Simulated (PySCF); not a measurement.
C₇H₈F (doublet)

```yaml
atoms:
  - { symbol: F, position_ang: [-1.2641, -2.5276, 0.4397] }
  - { symbol: C, position_ang: [-0.6405, -1.2934, 0.4203] }
  - { symbol: C, position_ang: [-1.2841, -0.3575, -0.5269] }
  - { symbol: C, position_ang: [-1.1698, 1.0882, -0.2574] }
  - { symbol: C, position_ang: [0.1618, 1.5687, 0.2529] }
  - { symbol: C, position_ang: [1.3381, 0.9370, 0.2665] }
  - { symbol: C, position_ang: [1.6281, -0.4274, -0.1195] }
  - { symbol: C, position_ang: [0.7718, -1.4491, -0.0666] }
  - { symbol: H, position_ang: [-0.6671, -0.9067, 1.4493] }
  - { symbol: H, position_ang: [-1.5820, -0.7313, -1.4889] }
  - { symbol: H, position_ang: [-1.9159, 1.3910, 0.4969] }
  - { symbol: H, position_ang: [-1.4093, 1.6542, -1.1631] }
  - { symbol: H, position_ang: [0.1388, 2.6006, 0.5817] }
  - { symbol: H, position_ang: [2.2070, 1.5083, 0.5727] }
  - { symbol: H, position_ang: [2.6424, -0.6123, -0.4472] }
  - { symbol: H, position_ang: [1.0374, -2.4336, -0.4218] }
```

Geometry: GFN2-xTB.

Computed with UKS B3LYP, pcH-1 on C F H, non-relativistic, mean-field spin-orbit, GIAO (PySCF).

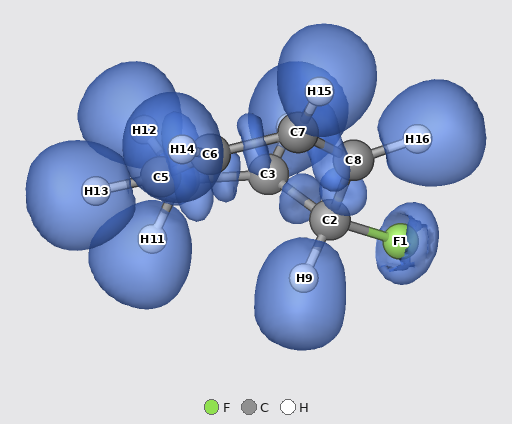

Figure 1. Isosurface of the ELF at 0.85 (blue), seen from one side. Only the valence region is drawn (cores and ρ < 0.01 e/Å³ removed).

**Where are the electrons localised?**

The surface consists of seven regions between bonded C–C atoms (shared pairs), eight regions around hydrogen nuclei and one region wrapped around F (its lone pairs, merged into a ring or cap).


C–C (1.33 Å): the ELF peaks at about 0.95 between the atoms: a short, multiple covalent bond. C–F (1.38 Å): the ELF peaks at about 0.85 between the atoms; a shared but strongly polarised pair.

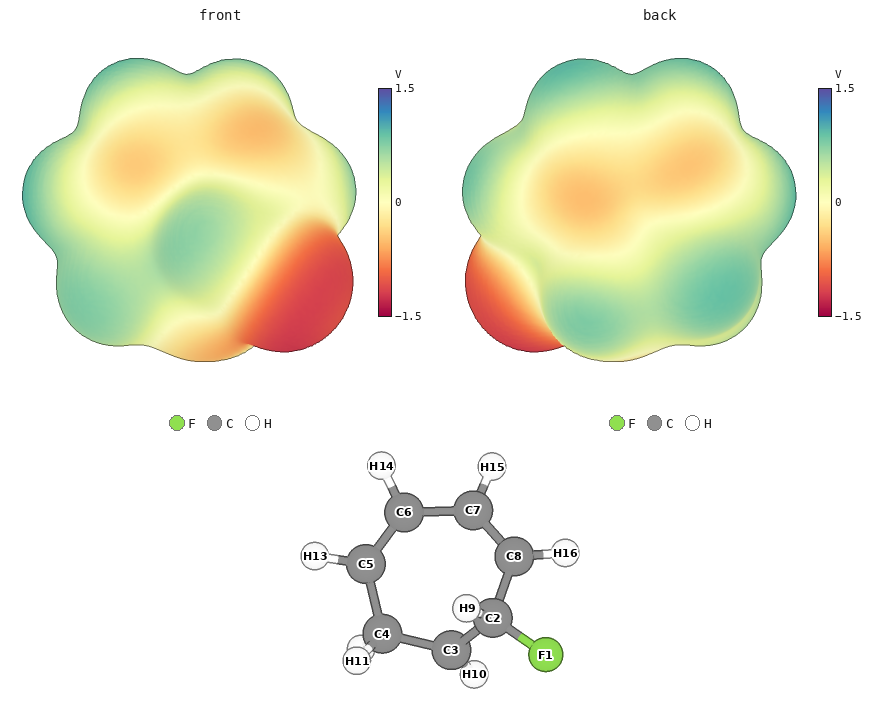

Figure 2. The molecular electrostatic potential painted on the density surface at 0.002 e/bohr³, seen from the front and from behind; the colour scale runs from red (negative) to blue (positive). The bare structure is drawn below in the same view.

**Describe the electrostatic potential map.**

The most negative region (about −1.2 V) lies over F1, the most positive (about +0.9 V) over H12, H13, H14 and H15.

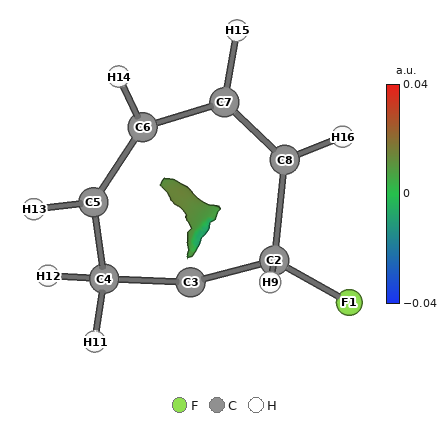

Figure 3. Non-covalent interaction (NCI) plot: the surface where the reduced density gradient is 0.5, for densities under 0.05 a.u., coloured by sign(λ₂)ρ; seen at a tilt.

**Which non-covalent interactions does the plot reveal?**

Between C2 and H9 on one side and C5 and C6 on the other: a weak contact (green).
